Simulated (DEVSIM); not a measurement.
Device: Al/SiO2/p-InP capacitor, at 400 K.

| layer (left to right) | material | thickness (nm) | Na (cm⁻³) |
|---|---|---|---|
| 1 | SiO2 | 32.0 | - |
| 2 | InP | 14000 | 2e15 |

Metal gate on the left, work function 4.1 eV. Fixed charge at the semiconductor interface 0 cm⁻² (in units of +e); no interface traps.

The device is made up for the run: typed textbook-type constants, with dimensions and the other settings drawn at random. Values at 300 K; Nc and Nv go as T^1.5, mobilities as T to minus their exponent, the gap by Varshni's rule with the affinity fixed.

```tsv
parameter	SiO2	InP
gap (eV)	9	1.344
affinity (eV)	0.9	4.38
permittivity	3.9	12.5
Nc (cm⁻³)	-	5.7e17
Nv (cm⁻³)	-	1.1e19
Varshni α (eV/K)	-	0.000363
Varshni β (K)	-	162
```

Model (solved in DEVSIM): 1D Poisson equation in equilibrium, Boltzmann statistics, complete ionisation; no quantum confinement or tunnelling. Metal contacts follow the ideal Schottky-Mott rule: no Fermi-level pinning, no interface dipoles.

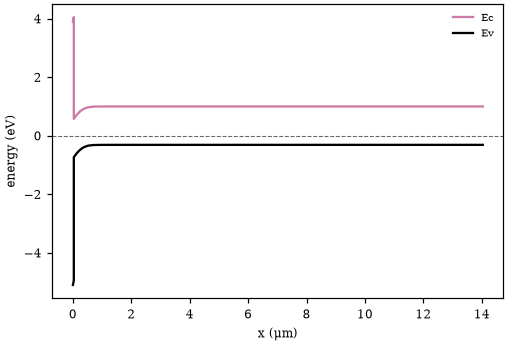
Figure. Band edges at -0.7 V on the gate

Energies count from the Fermi level of the right contact; mesh points crowd at the junctions.

```tsv
x (μm)	Ec (eV)	Ev (eV)	n (cm⁻³)	p (cm⁻³)	field (V/cm)
0.000	3.900	-5.100	< 1e2	< 1e2	48000
0.001963	3.909	-5.090	< 1e2	< 1e2	48000
0.006742	3.933	-5.067	< 1e2	< 1e2	48000
0.01851	3.989	-5.011	< 1e2	< 1e2	48000
0.02892	4.040	-4.960	< 1e2	< 1e2	48000
0.03156	4.052	-4.948	< 1e2	< 1e2	48000
0.03313	0.576	-0.735	4.9e10	9.2e9	15000
0.03941	0.585	-0.726	3.7e10	1.2e10	15000
0.05454	0.607	-0.704	1.9e10	2.3e10	14000
0.09635	0.665	-0.646	3.7e9	1.2e11	13000
0.2059	0.792	-0.519	9.2e7	4.9e12	10000
0.7101	0.994	-0.317	260000	1.7e15	470
1.846	1.000	-0.312	220000	2.0e15	≈ 0
5.049	1.000	-0.312	220000	2.0e15	≈ 0
11.50	1.000	-0.312	220000	2.0e15	≈ 0
13.09	1.000	-0.312	220000	2.0e15	≈ 0
13.69	1.000	-0.312	220000	2.0e15	≈ 0
13.91	1.000	-0.312	220000	2.0e15	≈ 0
14.00	1.000	-0.312	220000	2.0e15	≈ 0
14.02	1.000	-0.312	220000	2.0e15	≈ 0
14.03	1.000	-0.312	220000	2.0e15	≈ 0
14.03	1.000	-0.312	220000	2.0e15	≈ 0
```
